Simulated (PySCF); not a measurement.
**HNO, SMILES `N=O`: what the electrons do**

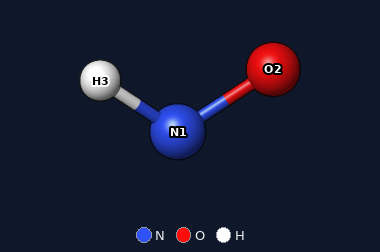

The molecule, with its atoms numbered as below. No frequency check shows the geometry to be a minimum.

Cartesian coordinates (Å):

```
N1       0.5568    0.1567    0.0000
O2      -0.6272   -0.0442    0.0000
H3       1.1203   -0.7433    0.0000
```

### 1. Excited states

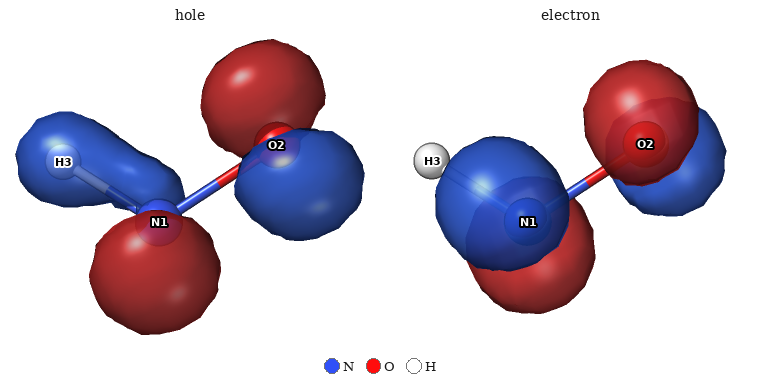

Leading natural transition orbital pair of S₁ (full linear response singlet states); the surfaces enclose about 70 % of each orbital's density.

PySCF calculation, PBE0/6-31+G*, gas phase; geometry: GFN2-xTB. This is a single-reference result, which may miss multireference character in this system.

Q: Characterise the state.

A: 1.49 eV (834 nm), f = 0.000 (very weak), n → π*; the leading pair carries 100 %; hole on O2 (51 %), N1 (37 %) and H3 (11 %), electron on N1 (53 %) and O2 (43 %); their centroids lie 0.1 Å apart. The HOMO–LUMO gap is 4.20 eV.

### 2. In an electric field

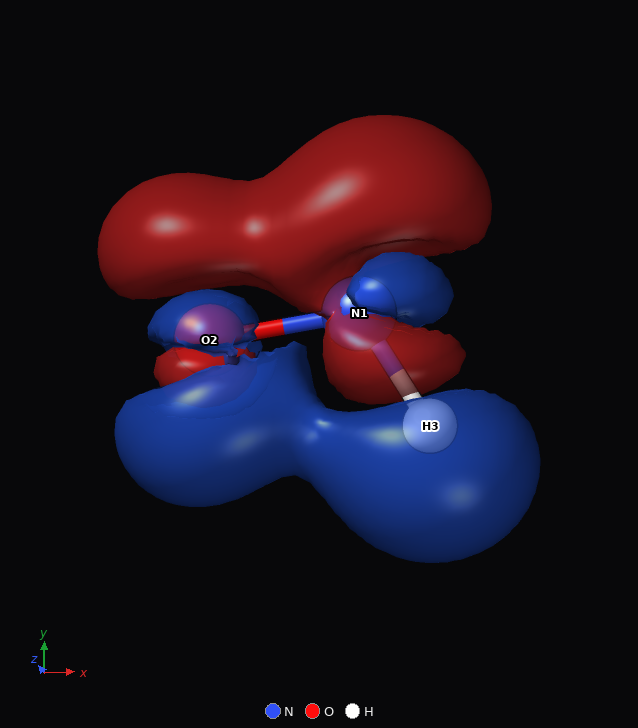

Change of the electron density in a uniform field of 0.21 V/Å, surfaces at ±0.001 e/Å³ (red: gain, blue: loss).

Level of theory: PBE0/def2-SVPD (PySCF), at a geometry from GFN2-xTB.

Q: Along which Cartesian direction does the field point?

A: Along −y: electrons gather on the +y side, against the field.

Q: What dipole is induced, and what polarisability does it imply?

A: The induced dipole is 0.14 D (along the field); α along this axis, from the fields in both directions, is 14 bohr³ (2.0 Å³).

Q: Which atoms gain and lose the most charge?

A: Electrons gather most on N1 (Hirshfeld charge changes by −0.007 e) and leave H3 most (+0.007 e); 0.017 electrons are displaced in all.

### 3. Removing or adding an electron

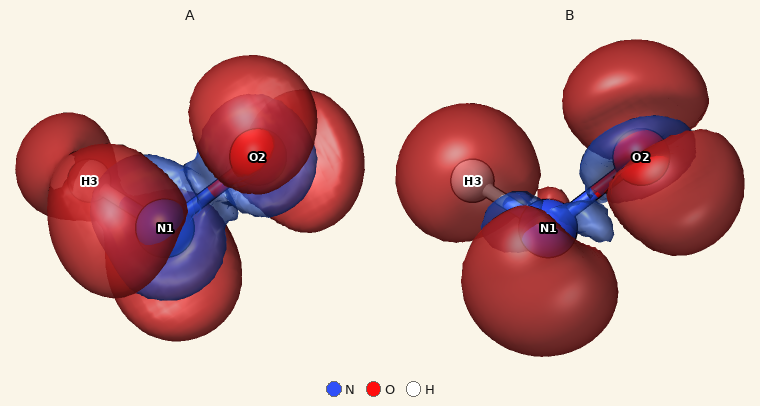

The two Fukui functions at ±0.04 e/Å³ (red positive, blue negative).

Computed with PySCF, PBE/def2-TZVP, geometry: GFN2-xTB. This is a single-reference result, which may miss multireference character in this system.

Q: Which panel is f⁻ (electron removed) and which f⁺ (electron added)?

A: A is f⁺, B is f⁻. f⁻ (Hirshfeld-condensed) is largest on O2 (0.41) and N1 (0.38); the vertical ionisation energy is 10.21 eV. f⁺ (Hirshfeld-condensed) is largest on N1 (0.41) and O2 (0.37); the vertical electron affinity is −0.27 eV (the stability of the anion's solution wasn't checked; negative, but this basis has no diffuse functions, so it doesn't show that the anion is unbound).

Q: What chemical potential and hardness follow from the two energies?

A: μ = −(I + A)/2 = −4.97 eV and η = I − A = 10.48 eV.

The PySCF runs shown took 27 s, 12 s and 57 s on 1 thread of AMD EPYC (Zen 3), with other jobs on the host.
